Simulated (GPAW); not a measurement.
**BaTiO3 (P4mm): ε∞ along x against volume**

The cell of BaTiO3 (P4mm) is scaled evenly and the response computed anew at each volume, on one mesh. The atoms keep their fractional positions. x, y and z are the Cartesian axes of the input cell.

The structure is tetragonal, space group P4mm (No. 99). Conventional cell: a = 4.000 Å, b = 4.000 Å, c = 4.018 Å, α = 90.00°, β = 90.00°, γ = 90.00°. Ba on site a has 12 O at 2.79 to 2.88 Å as nearest neighbours. Around Ti on site b lie 6 O at 1.89 to 2.13 Å. Around O on site c lie 2 Ti at 2.00 Å. O on site b has 2 Ti at 1.89 to 2.13 Å as nearest neighbours.

Method: GPAW 26.7.0, LDA, RPA, k-mesh 8×8×8, local fields up to 50 eV, Lorentzian half width 0.15 eV.

Launch of the response step: `OMP_NUM_THREADS=1 python df.py`. The series took 15.4 min in all, its band step included, on 1 thread of Arm Neoverse V1, on a shared host.

| V/V₀ | V (Å³, primitive cell) | ε∞ along x |
| --- | --- | --- |
| 0.94 | 60.42 | ? |
| 0.97 | 62.35 | 6.1126 |
| 1.00 | 64.28 | 6.1563 |
| 1.03 | 66.21 | 6.2107 |
| 1.06 | 68.14 | 6.2705 |

For small changes the quantity should be close to linear in ln V.

Working, on the rows shown:

| x = ln(V/V₀) | y = ε∞ along x |
| --- | --- |
| -0.0304592 | 6.1126 |
| 0 | 6.1563 |
| 0.0295588 | 6.2107 |
| 0.0582689 | 6.2705 |

Means: x̄ = 0.014342, ȳ = 6.1875. Σ(x − x̄)(y − ȳ) = 0.007802, Σ(x − x̄)² = 0.004374. Slope = 0.007802 / 0.004374 = 1.784; intercept = ȳ − slope · x̄ = 6.1619. The line misses the rows shown by at most 0.0056.

What does the fit predict for the withheld row, and how well does it do?

At x = -0.061875 the line gives y = 6.0516. The run gave 6.0753, so the extrapolation is off by 0.024, 12 % of the range in the table. Beyond its data the fit drifts from the curve.

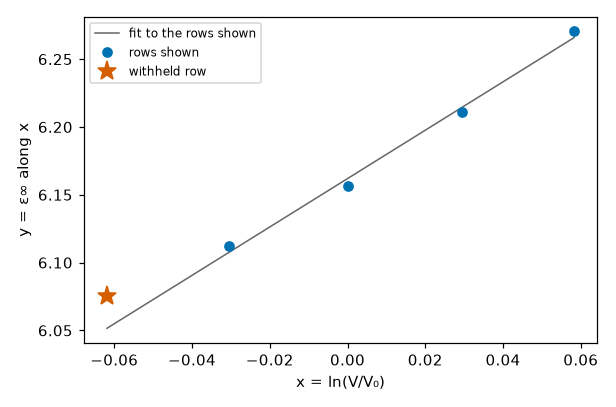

Between the rows on either side of x = 0 the slope is (6.2107 − 6.1126) / (0.029559 − (-0.030459)) = 1.635. So d ln ε∞/d ln V = +0.27 at V₀: ε∞ falls under slight compression. The cell comes from an older database entry, whose edges can be off by a per cent or so. Excitons are left out; LDA gaps are as a rule too small. The values come from a sum over the points of one k-mesh and carry its error, which grows as the direct gap shrinks. This version of GPAW has incomplete matrix elements in the optical limit, which can lower ε − 1 by up to a tenth where first-row anions or d states rule. Spin-orbit coupling is left out.
